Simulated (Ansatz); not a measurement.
# ClH5NOSbSi: the cost of one run

Method: RKS r2SCAN-D4/def2-SVP, in Ansatz 0.2.0.

## 1. The structure to begin with

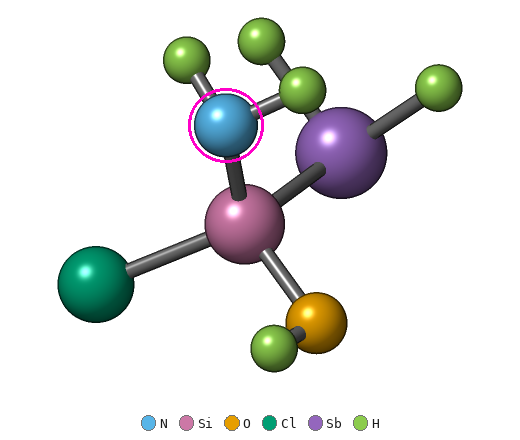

Start, viewed from a free direction; nitrogen blue, silicon pink, oxygen amber, chlorine teal, antimony purple, hydrogen green. Ringed: N1.

As a file:

```xyz
10

N    -1.2621   -0.4021   -0.5917
Si    0.3719   -0.6055   -0.0592
O     0.3605   -1.6443    1.2906
Cl    1.5691   -1.4438   -1.6133
Sb    1.3819    1.6114    0.5579
H    -1.8144    0.1296    0.1795
H    -1.2481    0.3292   -1.3879
H     0.0131   -2.4671    0.9774
H    -0.0591    2.0774    1.5240
H     0.7702    2.3640   -0.8743
```

## 2. End point A

Contents of input.yaml:

```yaml
crystal:
  periodic: [false, false, false]
  atoms:
    - { symbol: "N", position_ang: [-1.2621, -0.4021, -0.5917] }
    - { symbol: Si, position_ang: [0.3719, -0.6055, -0.0592] }
    - { symbol: O, position_ang: [0.3605, -1.6443, 1.2906] }
    - { symbol: Cl, position_ang: [1.5691, -1.4438, -1.6133] }
    - { symbol: Sb, position_ang: [1.3819, 1.6114, 0.5579] }
    - { symbol: H, position_ang: [-1.8144, 0.1296, 0.1795] }
    - { symbol: H, position_ang: [-1.2481, 0.3292, -1.3879] }
    - { symbol: H, position_ang: [0.0131, -2.4671, 0.9774] }
    - { symbol: H, position_ang: [-0.0591, 2.0774, 1.524] }
    - { symbol: H, position_ang: [0.7702, 2.364, -0.8743] }
basis:
  gaussian: { orbitals: def2-SVP }
hamiltonian:
  xc: r2scan
  dispersion: d4
relax:
  f_tol: 0.015
  max_steps: 40
```

Command:

```console
> ansatz run input.yaml --threads 2 --pin off --max-ram 3072MiB --backend cpu --events-out ev --progress --plain --runs-dir out
```

**Question.** How long does this run take on 2 threads of Arm Neoverse V2, shared host, and how much memory does it need?

About 68 s, with a peak of 0.21 GiB.
